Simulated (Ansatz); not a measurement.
**C₂H₈BN (SMILES CB(C)N): density, localisation and related maps**

The calculation's input:

```
crystal:
  periodic: [false, false, false]
  atoms:
    - {symbol: C, position_ang: [1.814638, -0.308976, -1.194208]}
    - {symbol: C, position_ang: [-0.861430, -0.696063, -1.704089]}
    - {symbol: B, position_ang: [0.340353, 0.263612, -1.315674]}
    - {symbol: N, position_ang: [0.098474, 1.623762, -1.078758]}
    - {symbol: H, position_ang: [1.854111, -1.113695, -0.438519]}
    - {symbol: H, position_ang: [2.574110, 0.443424, -0.923767]}
    - {symbol: H, position_ang: [2.126988, -0.776144, -2.145165]}
    - {symbol: H, position_ang: [-0.943467, -1.524886, -0.978546]}
    - {symbol: H, position_ang: [-1.843371, -0.197027, -1.756976]}
    - {symbol: H, position_ang: [-0.672997, -1.172721, -2.682622]}
    - {symbol: H, position_ang: [-0.821947, 2.043312, -1.141585]}
    - {symbol: H, position_ang: [0.827228, 2.282001, -0.828202]}
basis:
  gaussian: {orbitals: def2-TZVPD}
hamiltonian: {xc: pbe0}
output: {forces: true, orbitals: {seedname: orbitals}}
```

Launched as:

```sh
ansatz run input.yaml --threads 2 --pin off --max-ram 4350MiB --events-out events.jsonl --progress --plain --runs-dir runs
```

Geometry: B3LYP-D3(BJ)/def2-SVP.

Theory: isolated molecule in a Gaussian basis; Kohn-Sham density functional theory, functional PBE0 (Ansatz 0.2.0).

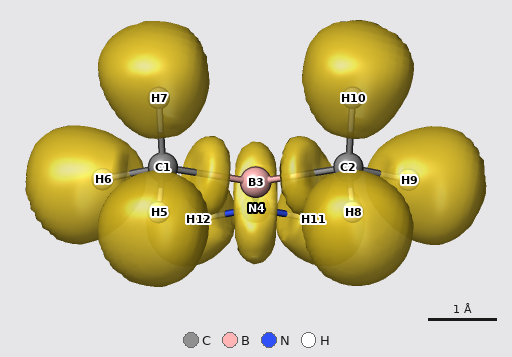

Figure 1. Isosurface of the ELF at 0.85 (yellow), seen from one side. Only the valence region is drawn (cores and ρ < 0.01 e/Å³ removed).

Where are the electrons localised?

The surface consists of two regions between bonded B–C atoms (shared pairs), one region between bonded B–N atoms (shared pairs) and eight regions around hydrogen nuclei. Profiles from the grid: B–N (1.40 Å): the ELF peaks at about 0.90 between the atoms: a polar covalent bond. C–B (1.59 Å): the ELF peaks at about 1 between the atoms, as expected for a shared electron pair.

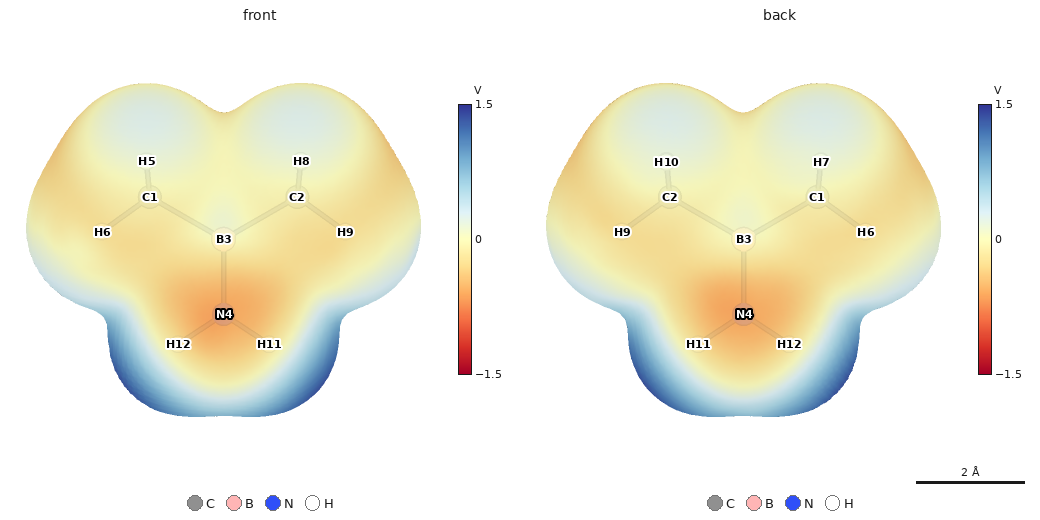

Figure 2. The electrostatic potential painted on the density surface at 0.001 e/bohr³, seen from the front and from behind; the colour scale runs from red (negative) to blue (positive).

Describe the electrostatic potential map.

The most negative region (about −0.6 V, or −14 kcal/mol for a unit charge) lies over N4, the most positive (about +1.3 V, or +30 kcal/mol for a unit charge) over H11 and H12.

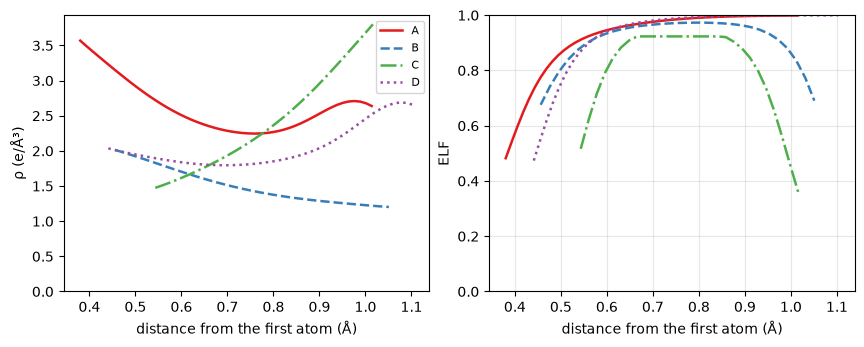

Figure 3. Total electron density and electron localisation function along straight lines between neighbouring atoms. The curves leave out the atomic cores.

Which curve belongs to which contact (B–N, C–B, C–H and N–H)? The first atom named is at distance zero.

Curve A: N–H (1.01 Å): the density is about 2.9 e/Å³ at the midpoint; the ELF climbs to about 1 towards the hydrogen, as it does in any bond to H (a covalent bond by its length). Curve B: C–B (1.59 Å): ρ at the midpoint is about 1.4 e/Å³; the ELF peaks at about 1 between the atoms, as expected for localised, covalent bonding. Curve C: B–N (1.40 Å): ρ at the midpoint is about 1.9 e/Å³; the ELF peaks at about 0.90 between the atoms: a polar covalent bond. Curve D: C–H (1.10 Å): ρ is about 1.9 e/Å³ halfway; the ELF climbs to about 1 towards the hydrogen: a covalent bond by its length.
